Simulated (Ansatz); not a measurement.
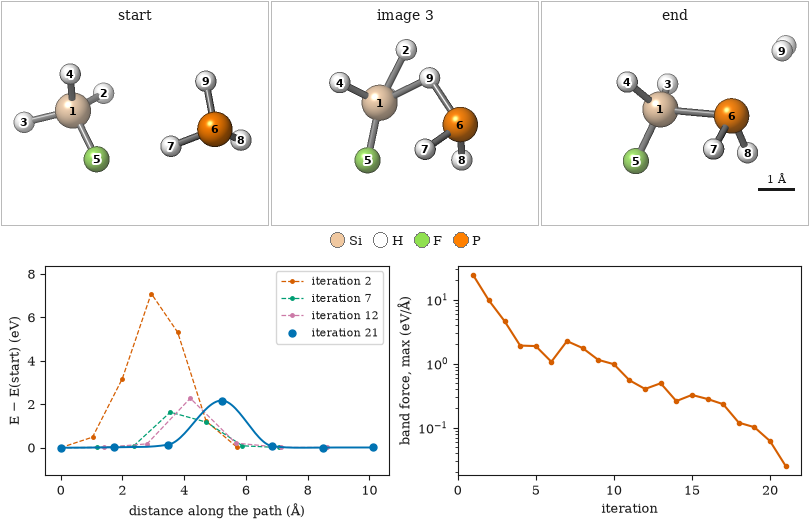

NEB run on SiPH6F, made up at the start of SiH3F and PH3. Images are numbered from 0 (start) to 6 (end). The plot follows the band through its iterations. Style: ball-and-stick. Shown at a tilt.

Method: RKS PBE/def2-SVP (Ansatz 0.2.0).

Input
```yaml
crystal:
  periodic: [false, false, false]
  atoms:
    - { symbol: Si, position_ang: [0.719119, -0.020653, -0.272959] }
    - { symbol: H, position_ang: [1.181886, -0.246755, 1.136397] }
    - { symbol: H, position_ang: [1.845439, -0.261491, -1.233692] }
    - { symbol: H, position_ang: [0.18131, 1.370771, -0.438183] }
    - { symbol: F, position_ang: [-0.482761, -1.090295, -0.611699] }
    - { symbol: P, position_ang: [-3.650815, -0.218394, 1.45235] }
    - { symbol: H, position_ang: [-2.594574, -0.640478, 0.568758] }
    - { symbol: H, position_ang: [-3.242632, -1.148483, 2.476387] }
    - { symbol: H, position_ang: [-2.842572, 0.837678, 2.012638] }
basis:
  gaussian: { orbitals: def2-SVP }
hamiltonian:
  xc: pbe
neb:
  order_check: false
  images: 5
  f_tol: 0.05
  max_iterations: 60
  initial_path: linear
  final_atoms:
    - { symbol: Si, position_ang: [-0.54380349, -0.19979911, -0.6353067] }
    - { symbol: H, position_ang: [0.19341892, 0.54271099, 3.57333548] }
    - { symbol: H, position_ang: [0.73279842, -0.12694701, 0.15190447] }
    - { symbol: H, position_ang: [-0.60643981, 0.90583726, -1.64984487] }
    - { symbol: F, position_ang: [-0.55945249, -1.63133332, -1.44345076] }
    - { symbol: P, position_ang: [-2.28558121, 0.02817728, 0.79304837] }
    - { symbol: H, position_ang: [-3.24915881, -0.37616378, -0.19895635] }
    - { symbol: H, position_ang: [-2.12687908, -1.30619726, 1.31169012] }
    - { symbol: H, position_ang: [-0.44050244, 0.74561495, 3.18757725] }
```

Command:
```bash
ansatz run input.yaml --threads 1 --pin off --max-ram 2048MiB --backend cpu --events-out ev --progress --plain --runs-dir out
```

Judge this run.

Answer. The run is converged, with reservations. The band converged in 21 iterations. The largest component of the band force went from 24 to 0.025 eV/Å. The climbing image converged on the top of the path. Its curvatures weren't checked. The straight starting path can push atoms close together and costs iterations. The first iteration put the highest image at 12.17 eV. The two ends have nearly the same energy, and the highest point, image 3, lies 2.17 eV above the start.

Limits of the set-up: the start holds two separate molecules, 2.5 Å apart at their closest, whose relative position is a soft coordinate and is computed without a dispersion correction.

The run took 3.3 min on 1 thread of Arm Neoverse V2, on a shared host, peak memory 0.14 GiB.
